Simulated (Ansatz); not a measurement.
## Ru (hcp, Mg type): scan of one atom of the cell

Relaxed Ru (hcp, Mg type):

```yaml
crystal:
  lattice:
    - [2.72216, 0.00000, 0.00000]
    - [-1.36108, 2.35746, 0.00000]
    - [0.00000, 0.00000, 4.29083]
  atoms:
    - { symbol: Ru, position: [0.33333, 0.66667, 0.75000] }
    - { symbol: Ru, position: [0.66667, 0.33333, 0.25000] }
```

Scan: atom 2 (Ru, nearest neighbour Ru at 2.659 Å; its periodic images, 2.7 Å or more away, move with it) is displaced along Cartesian [111], direction (0.577, 0.577, 0.577) in Cartesian axes, by s. The other atoms stay.

Computed with PBE (plane waves to 420 eV, PAW, scalar-relativistic; Ansatz, an electronic-structure program). k mesh 16×16×9 (Γ-centred), Fermi-Dirac smearing 0.05 eV. Energies are smeared free energies. Compression counts positive. Left out: 4 of 11 points, with atoms too close for the PAW data. With partly filled bands, energies and forces of such displacements shift with the k mesh and the smearing. Ru is run without spin polarisation. Ru was relaxed with its symmetry unable to fall. ΔE is measured from the undisplaced structure.

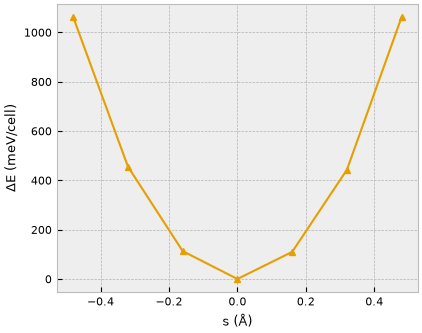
Fig. 1. ΔE (meV/cell) against s (Å); computed points joined by lines.

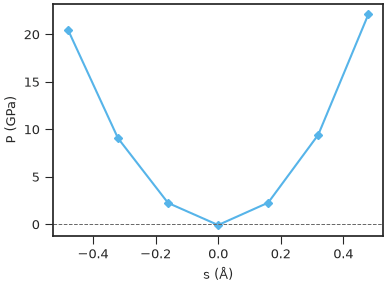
Figure: P (GPa) against s (Å); one marker a computed point.

The energy at s = 0.480 Å is 1063 meV/cell and the force constant k = d²E/ds² at s = 0 (finite differences) is 8.44 eV/Å². Shape of the curve: a single well with its minimum at or next to zero displacement. Harmonic estimate at the end of the scan: ½ks² = 972 meV/cell against the computed 1063 meV/cell, so the well is stiffer than harmonic there. Symmetry of the curve: even: the same for both signs.

With its periodic images moving along, the atom's site symmetry in this cell is -6m2.

(For displaced atoms, the force is minus the slope of the energy, and its curvature is a force constant, which sets phonon frequencies.)
